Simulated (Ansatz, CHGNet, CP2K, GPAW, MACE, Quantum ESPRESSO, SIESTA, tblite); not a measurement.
**Running random packing of Sn (61 atoms) with SIESTA**

How do the settings of SIESTA change the result for random packing of Sn (61 atoms)? A plane-wave run serves as the yardstick.

Program: SIESTA 5.4.2. Level of theory: the method is named at each step. Results are calculated unless marked as measured.

### 1. The structure

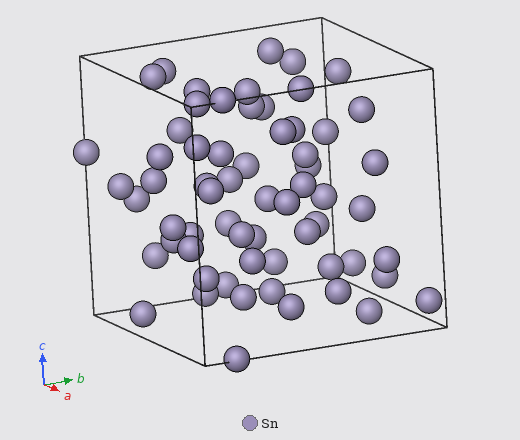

The cell as given, from a free direction (tin purple). Some periodic images of atoms are drawn too.

The cell holds 61 atoms: 61 Sn. Its edges and angles: a = 11.914 Å, b = 11.914 Å, c = 11.914 Å, α = 90.0°, β = 90.0°, γ = 90.0°. 61 atoms (61 Sn) packed at random in a cube at 7.11 g/cm³ and pushed apart as soft spheres; a start for melting by ab initio MD, not an equilibrated structure. Then every atom was moved at random, 0.05 Å r.m.s. a Cartesian component.

The yardstick, on the same geometry:

```
method                 : Kohn-Sham DFT, PBE, SSSP efficiency 1.3.0 pseudopotentials, plane waves (Quantum ESPRESSO 7.5); sssp-pbe-1.3.0-efficiency, cutoffs 45/360 Ry, Γ point
r.m.s. force component : 1.185 eV/Å
longest force          : 4.352 eV/Å
pressure               : 14.87 GPa
time                   : 3.8 min on 4 MPI ranks of Arm Neoverse V2, shared host
CPU time               : 15 min
```

### 2. PBE, DZP, shift 0.01 Ry, mesh 300 Ry

Method: Kohn-Sham DFT, PBE, PseudoDojo 0.4.1 norm-conserving pseudopotentials (converted to PSML), numerical atomic orbitals (DZP), diagonalisation.

The .psml files are PseudoDojo norm-conserving potentials that we converted to this format, checked against plane waves on the same files for H, C, O, Si, Ge and Ca alone.

input.fdf

```
SystemLabel cell
NumberOfAtoms 61
NumberOfSpecies 1
%block ChemicalSpeciesLabel
  1 50 Sn
%endblock ChemicalSpeciesLabel
LatticeConstant 1.0 Ang
%block LatticeVectors
  11.91370 0.00000 0.00000
  0.00000 11.91370 0.00000
  0.00000 0.00000 11.91370
%endblock LatticeVectors
PAO.BasisSize DZP
PAO.EnergyShift 0.01 Ry
XC.Functional GGA
XC.Authors PBE
MeshCutoff 300 Ry
%block kgrid_Monkhorst_Pack
  1 0 0 0.0
  0 1 0 0.0
  0 0 1 0.0
%endblock kgrid_Monkhorst_Pack
SolutionMethod diagon
OccupationFunction FD
ElectronicTemperature 580 K
SCF.Mixer.Method Pulay
SCF.Mixer.Weight 0.05
SCF.Mixer.History 8
SCF.Mix Hamiltonian
MaxSCFIterations 300
SCF.DM.Tolerance 1e-04
SCF.H.Tolerance 1.0e-3 eV
WriteForces T
Write.HirshfeldPop T
Write.VoronoiPop T
Write.DM F
Write.H F
XML.Write F
AtomicCoordinatesFormat Fractional
%block AtomicCoordinatesAndAtomicSpecies
  0.97595 0.14213 0.00187 1
  0.44745 0.00268 0.09220 1
  0.80622 0.54071 0.95317 1
  0.26119 0.34622 0.08365 1
  0.62367 0.57635 0.75416 1
  0.31888 0.52911 0.28238 1
  0.39769 0.31549 0.52987 1
  0.18472 0.05704 0.52475 1
  0.72881 0.14599 0.93788 1
  0.45128 0.14327 0.35770 1
  0.21844 0.83384 0.26901 1
  0.33861 0.83954 0.65003 1
  0.34195 0.90301 0.87515 1
  0.11077 0.68463 0.72349 1
  0.08604 0.50861 0.05738 1
  0.60766 0.03602 0.72572 1
  0.51563 0.24333 0.92950 1
  0.00465 0.00351 0.62904 1
  0.88753 0.06574 0.81207 1
  0.93716 0.39976 0.83396 1
  0.47857 0.68968 0.61095 1
  0.60775 0.35335 0.37822 1
  0.68377 0.81906 0.42426 1
  0.03274 0.25076 0.19879 1
  0.30720 0.15922 0.95767 1
  0.11286 0.28736 0.92147 1
  0.93241 0.79827 0.27956 1
  0.30658 0.55659 0.78545 1
  0.20601 0.98055 0.09585 1
  0.48525 0.46280 0.89048 1
  0.41031 0.09256 0.58611 1
  0.63612 0.06128 0.45406 1
  0.82613 0.63910 0.15987 1
  0.66678 0.17244 0.24615 1
  0.20169 0.30462 0.70804 1
  0.87740 0.79645 0.64322 1
  0.40826 0.78783 0.42082 1
  0.86767 0.02542 0.42414 1
  0.03502 0.85631 0.85820 1
  0.95610 0.39123 0.56618 1
  0.28008 0.28920 0.32029 1
  0.43007 0.54405 0.09477 1
  0.63405 0.84697 0.01421 1
  0.19881 0.49841 0.48877 1
  0.17856 0.83180 0.49017 1
  0.04044 0.55343 0.27956 1
  0.02690 0.18933 0.42554 1
  0.21377 0.68816 0.95983 1
  0.78808 0.15652 0.61189 1
  0.84727 0.28544 0.33342 1
  0.73542 0.81625 0.81728 1
  0.05954 0.72533 0.10922 1
  0.01034 0.65240 0.48144 1
  0.77836 0.54097 0.57635 1
  0.56341 0.73185 0.18900 1
  0.87088 0.42299 0.14017 1
[... 1 atom lines left out ...]
  0.66905 0.59664 0.36567 1
  0.62572 0.27779 0.70515 1
  0.56820 0.36423 0.12637 1
  0.99079 0.93604 0.11260 1
%endblock AtomicCoordinatesAndAtomicSpecies
```

The run is started by

```sh
> OMP_NUM_THREADS=1 mpirun -np 2 siesta < input.fdf > output.txt
```

The log of the run:

```text
Version         : 5.4.2
reinit: System Name:
reinit: System Label: cell
initatom: Reading input for the pseudopotentials and atomic orbitals ----------
Species number:   1 Atomic number:   50 Label: Sn
Ground state valence configuration (from tables):   5s02  5p02  5d00  4f00
---- Processing specs for species: Sn
GGA--PBE XC_GGA_X_PBE--XC_GGA_C_PBE pb
Semicore shell(s) with 10 electrons included in the valence for Sn
Semicore shell(s): 4d
Fallback to non-perturbative polarization scheme for Sn
Please see the manual if this is not desired in principle
Sn pseudopotential only contains V_ls up to l=2 -- lmxkb reset.
Using PAO.SplitTailNorm
%block ChemicalSpeciesLabel
    1   50 Sn                      # Species index, atomic number, species label
%endblock ChemicalSpeciesLabel
%block PAO.Basis                 # Define Basis set
Sn                    4                    # Species label, number of l-shells
 n=5   0   2                         # n, l, Nzeta
   5.669      4.110
   1.000      1.000
 n=5   1   2                         # n, l, Nzeta
   7.445      5.490
   1.000      1.000
 n=4   2   1                         # n, l, Nzeta
   3.320
   1.000
 n=5   2   1                         # n, l, Nzeta
   7.445
   1.000
%endblock PAO.Basis
coor:   Atomic-coordinates input format  =     Fractional
siesta: System type = bulk
initatomlists: Number of atoms, orbitals, and projectors:     61  1098  1098
siesta: ******************** Simulation parameters ****************************
Total number of electrons:   854.000000
Total ionic charge:   854.000000
 Kpoints in:            1 . Kpoints trimmed:            1
siesta: k-grid: Number of k-points = 1
siesta: k-points from Monkhorst-Pack grid
siesta: k-cutoff (effective) =     5.957 Ang
siesta: k-point supercell and displacements
siesta: k-grid:     1     0     0      0.000
siesta: k-grid:     0     1     0      0.000
siesta: k-grid:     0     0     1      0.000
                     ====================================
                        Single-point calculation
                     ====================================
outcell: Unit cell vectors (Ang):
       11.913700    0.000000    0.000000
        0.000000   11.913700    0.000000
        0.000000    0.000000   11.913700
outcell: Cell vector modules (Ang)   :   11.913700   11.913700   11.913700
outcell: Cell angles (23,13,12) (deg):     90.0000     90.0000     90.0000
outcell: Cell volume (Ang**3)        :   1690.9859
Gamma-point calculation with multiply-connected orbital pairs
Gamma-point calculation with multiply-connected orbital pairs
Folding of H and S implicitly performed
Folding of H and S implicitly performed
new_DM -- step:     1
Initializing Density Matrix...
Attempting to read DM from file... Failed...
DM filled with atomic data:
InitMesh: MESH = 128 x 128 x 128 = 2097152
InitMesh: Mesh cutoff (required, used) =   300.000   319.028 Ry
stepf: Fermi-Dirac step function
        iscf     Eharris(eV)        E_KS(eV)     FreeEng(eV)     dDmax    Ef(eV) dHmax(eV)
   scf:    1  -130612.274625  -130704.175064  -130704.474639  0.903405 -3.153535  4.539056
   scf:    2  -130707.599310  -130706.003158  -130706.301075  0.021047 -3.172977  3.446087
   scf:    3  -130710.498116  -130708.403000  -130708.698735  0.038893 -3.211603  2.574130
   scf:    4  -130713.735279  -130711.361625  -130711.657960  0.076727 -3.293874  1.759856
   scf:    5  -130713.391209  -130712.533257  -130712.834916  0.065710 -3.366192  0.618453
   scf:    6  -130712.706608  -130712.626512  -130712.929492  0.013410 -3.377993  0.394803
   scf:    7  -130712.724647  -130712.681330  -130712.984607  0.009431 -3.383256  0.192255
   scf:    8  -130712.714930  -130712.701257  -130713.004370  0.005081 -3.384525  0.085599
   scf:    9  -130712.712258  -130712.707736  -130713.010982  0.003430 -3.384426  0.050439
   scf:   10  -130712.709753  -130712.708842  -130713.012056  0.000930 -3.383839  0.035810
   scf:   11  -130712.709585  -130712.709229  -130713.012437  0.000516 -3.383603  0.026999
   scf:   12  -130712.709880  -130712.709592  -130713.012819  0.000730 -3.383158  0.008999
   scf:   13  -130712.709638  -130712.709628  -130713.012950  0.000286 -3.382640  0.006490
   scf:   14  -130712.709611  -130712.709620  -130713.012967  0.000056 -3.382540  0.006081
   scf:   15  -130712.709576  -130712.709599  -130713.012993  0.000102 -3.382416  0.003120
   scf:   16  -130712.709549  -130712.709575  -130713.013004  0.000103 -3.382333  0.001962
   scf:   17  -130712.709564  -130712.709569  -130713.013007  0.000041 -3.382309  0.001011
   scf:   18  -130712.709567  -130712.709568  -130713.013008  0.000022 -3.382296  0.000875
SCF Convergence by DM+H criterion
max |DM_out - DM_in|         :     0.0000222334
max |H_out - H_in|      (eV) :     0.0008753647
SCF cycle converged after 18 iterations
Using DM_out to compute the final energy and forces
siesta: E_KS(eV) =          -130712.7096
siesta: E_KS - E_eggbox =   -130712.7096
siesta: Atomic forces (eV/Ang):
     1   -0.979711   -0.946551    1.823055
     2    1.313303   -0.377333    0.991166
     3   -1.762400    1.316913   -2.119792
     4    0.875109    1.053396    1.654615
     5    1.574978    0.838406    0.087614
     6   -1.431571    0.985707    0.972449
     7    0.067018    0.706734    1.658381
     8    2.449722    1.364353   -0.790581
     9   -1.173750    0.299647    2.005598
    10   -1.460646   -0.880121   -2.405977
    11    0.697997   -0.538490   -0.426547
    12   -1.801357    2.374258    2.344361
[...]
57   -1.183282   -0.329687   -0.219205
    58    1.676128   -0.849522   -0.968375
    59   -1.233291    2.543727    0.420672
    60    1.368812   -0.247494    0.830083
    61   -2.693361    2.549237   -1.127916
----------------------------------------
   Tot   -0.001215   -0.004857   -0.000923
----------------------------------------
   Max    4.528797
   Res    1.356580    sqrt( Sum f_i^2 / 3N )
----------------------------------------
   Max    4.528797    constrained
Stress tensor Voigt[x,y,z,yz,xz,xy] (kbar):     -161.55     -160.69     -171.25       -1.02       26.85       33.64
(Free)E + p*V (eV/cell)  -130539.4015
Target enthalpy (eV/cell)  -130713.0130
siesta: Program's energy decomposition (eV):
siesta: Ebs     =    -17406.007704
siesta: Eions   =    143261.623240
siesta: Ena     =      7458.251507
siesta: Ekin    =     77788.955889
siesta: Enl     =    -36721.245857
siesta: DEna    =       630.127189
siesta: DUscf   =        14.915940
siesta: Ex      =    -34523.391238
siesta: Ec      =     -2098.699759
siesta: Exc     =    -36622.090997
siesta: Eharris =   -130712.709567
siesta: Etot    =   -130712.709568
siesta: FreeEng =   -130713.013008
siesta: Final energy (eV):
siesta:  Band Struct. =  -17406.007704
siesta:       Kinetic =   77788.955889
siesta:       Hartree =   33426.019243
siesta:         Exch. =  -34523.391238
siesta:         Corr. =   -2098.699759
siesta:   Exch.-corr. =  -36622.090997
siesta:  Ion-electron = -141116.098397
siesta:       Ion-ion =  -64189.495306
siesta:         Total = -130712.709568
siesta:         Fermi =      -3.382296
siesta: Stress tensor (static) (eV/Ang**3):
siesta:    -0.100830    0.020993    0.016759
siesta:     0.020993   -0.100292   -0.000636
siesta:     0.016759   -0.000636   -0.106885
siesta: Cell volume =       1690.985874 Ang**3
siesta: Pressure (static):
siesta:                Solid            Molecule  Units
siesta:           0.00111820          0.00114506  Ry/Bohr**3
siesta:           0.10266878          0.10513419  eV/Ang**3
siesta:         164.49352308        168.44354161  kBar
    Orbital volume contribution        =          60.448142 eV
    (Free)E + p_basis*V_orbitals       =     -130652.564866 eV
    (Free)Eharris+ p_basis*V_orbitals  =     -130652.564864 eV
Hirshfeld Atomic Populations:
Atom #   charge [q] valence [e]  Species
     1    -0.000974   14.000974  Sn
     2     0.014780   13.985220  Sn
     3    -0.017299   14.017299  Sn
     4    -0.005173   14.005173  Sn
     5    -0.002217   14.002217  Sn
     6    -0.019753   14.019753  Sn
     7    -0.008179   14.008179  Sn
     8    -0.009929   14.009929  Sn
     9     0.025907   13.974093  Sn
    10    -0.013159   14.013159  Sn
    11     0.023085   13.976915  Sn
    12     0.014087   13.985913  Sn
[...]
--------------------
 Total     0.000017
Voronoi Atomic Populations:
Atom #   charge [q] valence [e]  Species
[...]
57     0.016830   13.983170  Sn
    58     0.014766   13.985234  Sn
    59     0.008885   13.991115  Sn
    60    -0.011659   14.011659  Sn
    61     0.001856   13.998144  Sn
--------------------
 Total     0.000016
```

It took 3 min on 2 MPI ranks of Arm Neoverse V2, shared host; peak memory 1.8 GiB.

Banners, paths, timers and routine set-up lines are dropped from the logs unmarked, and long logs keep their key lines alone; longer cuts are marked.

Numbers from this run, and their distance from the reference:

| Property | Result |
| --- | --- |
| r.m.s. force component | 1.357 eV/Å |
| r.m.s. difference of force components | 191.7 meV/Å |
| longest difference of force vectors | 720.6 meV/Å |
| force difference over r.m.s. force | 16.18 % |
| slope of forces against the reference's | 1.142 |
| correlation of force components | 0.9977 |
| pressure | 16.45 GPa |
| pressure difference | 1.581 GPa |

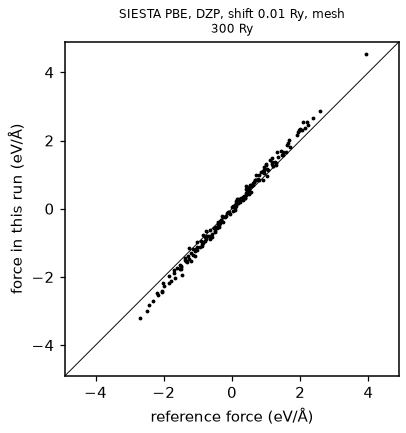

Force components against those of the reference; the line marks equality.

The surroundings of Sn44, whose charge lies farthest from its element's mean, nearest first, numbered as they follow in the input and with coordinates relative to it.

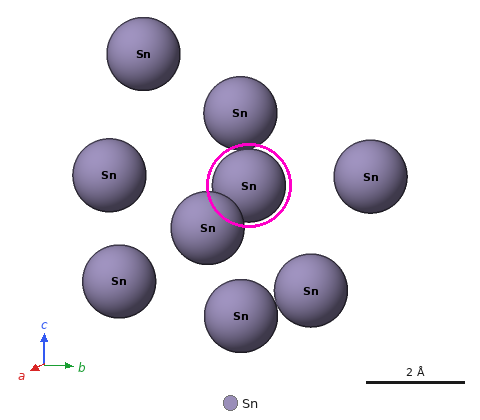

The atoms of the table, within 3.5 Å (arrows a, b, c point along x, y, z); some may hide others; the central atom is ringed.

| atom | x | y | z | distance (Å) | bonds | Hirshfeld charge (e) | Fx | Fy | Fz (eV/Å) |
| --- | --- | --- | --- | --- | --- | --- | --- | --- | --- |
| Sn44 | 0.00 | 0.00 | 0.00 | 0.00 | 2 | 0.03 | -0.63 | -0.35 | 1.48 |
| Sn6 | 1.43 | 0.37 | -2.46 | 2.87 | 4 | -0.02 | -1.43 | 0.99 | 0.97 |
| Sn53 | -2.25 | 1.83 | -0.09 | 2.90 | 4 | 0.00 | -0.80 | 0.77 | 1.34 |
| Sn46 | -1.89 | 0.66 | -2.49 | 3.19 | 4 | 0.00 | 0.83 | -1.54 | 1.29 |
| Sn7 | 2.37 | -2.18 | 0.49 | 3.26 | 4 | -0.01 | 0.07 | 0.71 | 1.66 |
| Sn40 | -2.89 | -1.28 | 0.92 | 3.29 | 2 | -0.01 | 0.83 | -0.74 | 0.46 |
| Sn57 | 3.31 | 0.34 | -0.28 | 3.34 | 5 | 0.01 | -1.18 | -0.33 | -0.22 |
| Sn41 | 0.97 | -2.49 | -2.01 | 3.34 | 4 | 0.00 | -1.88 | -0.04 | -0.58 |
| Sn35 | 0.03 | -2.31 | 2.61 | 3.49 | 1 | 0.03 | 0.42 | 0.50 | -0.99 |

Forces lie 16 % from the reference's, at 0.39 times its CPU time (on 2 against 4 cores).

### 3. PBE, SZP, shift 0.01 Ry, mesh 300 Ry

Method: Kohn-Sham DFT, PBE, PseudoDojo 0.4.1 norm-conserving pseudopotentials (converted to PSML), numerical atomic orbitals (SZP), diagonalisation.

Changes to input.fdf since step 2:

```diff
@@ -12,3 +12,3 @@
 %endblock LatticeVectors
-PAO.BasisSize DZP
+PAO.BasisSize SZP
 PAO.EnergyShift 0.01 Ry
```

The run is started by

```sh
> OMP_NUM_THREADS=1 siesta < input.fdf > output.txt
```

The log of the run:

```text
Version         : 5.4.2
reinit: System Name:
reinit: System Label: cell
initatom: Reading input for the pseudopotentials and atomic orbitals ----------
Species number:   1 Atomic number:   50 Label: Sn
Ground state valence configuration (from tables):   5s02  5p02  5d00  4f00
---- Processing specs for species: Sn
GGA--PBE XC_GGA_X_PBE--XC_GGA_C_PBE pb
[... lines left out ...]
        iscf     Eharris(eV)        E_KS(eV)     FreeEng(eV)     dDmax    Ef(eV) dHmax(eV)
[... lines left out ...]
SCF Convergence by DM+H criterion
[... lines left out ...]
SCF cycle converged after 18 iterations
[... lines left out ...]
   Max    5.139410
[... lines left out ...]
   Max    5.139410    constrained
Stress tensor Voigt[x,y,z,yz,xz,xy] (kbar):     -175.19     -172.51     -188.79       -1.24       30.24       38.19
[... lines left out ...]
siesta: FreeEng =   -130699.960227
[... lines left out ...]
siesta:         Fermi =      -3.388076
[... lines left out ...]
siesta:     0.023835   -0.107675   -0.000776
siesta:     0.018874   -0.000776   -0.117833
siesta: Cell volume =       1690.985874 Ang**3
siesta: Pressure (static):
siesta:                Solid            Molecule  Units
siesta:           0.00121567          0.00124743  Ry/Bohr**3
siesta:           0.11161812          0.11453375  eV/Ang**3
siesta:         178.83194381        183.50330536  kBar
    Orbital volume contribution        =          49.344061 eV
    (Free)E + p_basis*V_orbitals       =     -130650.616165 eV
    (Free)Eharris+ p_basis*V_orbitals  =     -130650.616158 eV
Hirshfeld Atomic Populations:
Atom #   charge [q] valence [e]  Species
     1    -0.002917   14.002917  Sn
     2     0.010230   13.989770  Sn
     3    -0.016094   14.016094  Sn
[...]
--------------------
 Total     0.000065
Voronoi Atomic Populations:
Atom #   charge [q] valence [e]  Species
[...]
60    -0.013161   14.013161  Sn
    61     0.001959   13.998041  Sn
--------------------
 Total     0.000065
```

The job ended after 4.5 min (1 thread; peak memory 1.3 GiB).

Compared with the plane-wave run:

```yaml
r_m_s_force_component: 1.537 eV/Å
r_m_s_difference_of_force_components: 376.3 meV/Å
longest_difference_of_force_vectors: 1343 meV/Å
force_difference_over_r_m_s_force: 31.76 %
slope_of_forces_against_the_reference_s: 1.291
correlation_of_force_components: 0.9951
pressure: 17.88 GPa
pressure_difference: 3.014 GPa
```

This is a coarse setting, run to see what it loses.

Against the first run (16 %), the force difference from the reference is 32 %, at 0.74 times the CPU time (on 1 against 2 cores), with 854 basis functions against 1098: the smaller basis costs accuracy.

(Continued in part 2 of 2.)

[Also dropped from logs without a mark: logging warnings of Python, and SIESTA's first energy breakdown and zero terms.]

[Logs are printed without paths, hosts, clocks, repeated set-up lines and the standing remarks that a program may print on its own settings, such as how far it seeks lower states.]

[Hosts, paths, dates, database ids (printed as entryN), source tags and the programs' standing remarks are cut or masked in the printed files.]
